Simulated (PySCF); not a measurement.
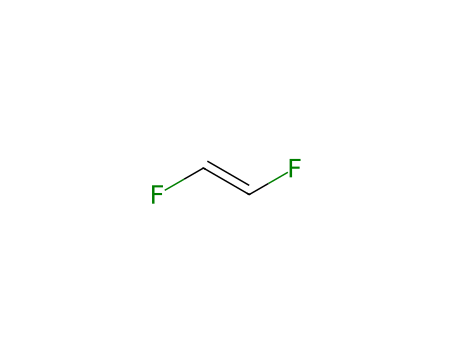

Structural formula above. The geometry was computed by an optimisation with PBE0-D3(BJ)/def2-SVP. No frequency run is at hand to confirm it as a minimum.

What does the molecule look like in three dimensions?

The molecule is C2H2F2. SMILES: `F/C=C/F`. It has no ring. Among its groups: alkene, C–F bond. The point group is C2h. All atoms lie on one plane. Coordination: 2 C trigonal planar.

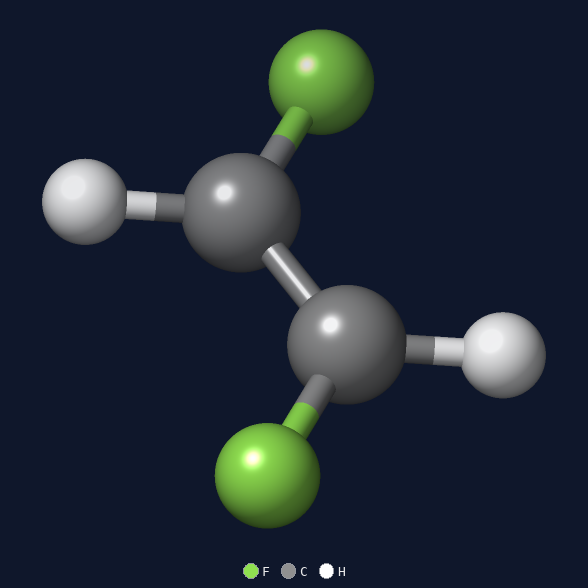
